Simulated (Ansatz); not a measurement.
CH4ClSi (doublet)

Input file:

```
crystal:
  periodic: [false, false, false]
  atoms:
    - {symbol: C, position_ang: [-0.636827, 0.463291, -0.329036]}
    - {symbol: Si, position_ang: [1.003834, -0.393299, -0.087580]}
    - {symbol: Cl, position_ang: [0.685172, -2.302944, 0.627611]}
    - {symbol: H, position_ang: [-0.475273, 1.484489, -0.682755]}
    - {symbol: H, position_ang: [-1.182032, 0.503009, 0.618430]}
    - {symbol: H, position_ang: [-1.249234, -0.066613, -1.060325]}
    - {symbol: H, position_ang: [1.854351, 0.312068, 0.913655]}
basis:
  gaussian: {orbitals: def2-TZVPP}
magnetization: {spin_polarized: true, initial_magnetization: 1}
hamiltonian: {xc: pbe0, dispersion: d4}
output: {orbitals: {seedname: orbitals}}
```

Command:

```sh
ansatz run in.yaml --threads 2 --pin off --events-out ev --progress --plain --max-ram 22528MiB --backend cpu
```

Geometry: PBE0-D4/def2-TZVP.

Computed with UKS PBE0-D4/def2-TZVPP (Ansatz 0.2.0).

What will maps of the electron density, electron localisation function and spin density show?

C–Si (1.87 Å): ρ at the midpoint is about 0.97 e/Å³; the ELF peaks at about 0.95 between the atoms (a shared electron pair).
Si–Cl (2.06 Å): the density is about 0.88 e/Å³ at the midpoint; the ELF peaks at about 0.85 between the atoms: a polar covalent bond.
C–H (1.09 Å): the density is about 2 e/Å³ at the midpoint; the ELF climbs to about 1 towards the hydrogen, as it does in any bond to H; an ordinary covalent bond to hydrogen.
The unpaired spin (1 electron) lies mostly on Si2 (about 0.8) and Cl3 (about 0.1), in electrons by Hirshfeld's partition.

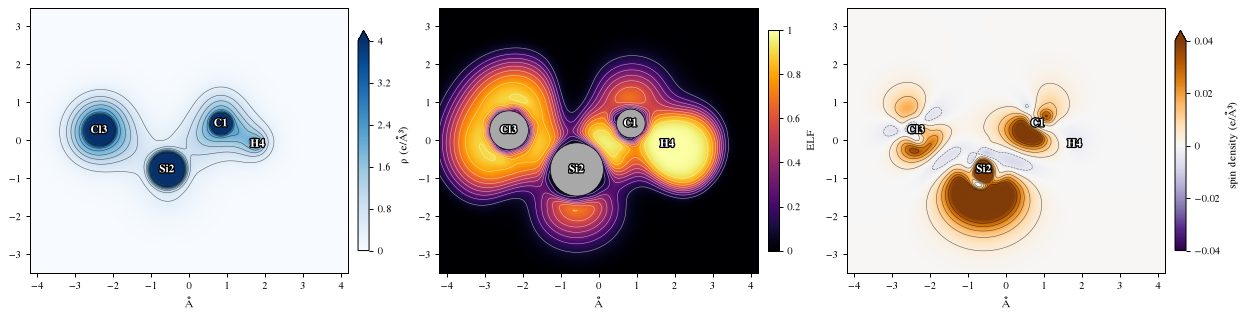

Computed electron density, electron localisation function and spin density on the plane of atoms Si2, C1 and H4, in this order. Grey discs cover the atomic cores in the ELF map. 
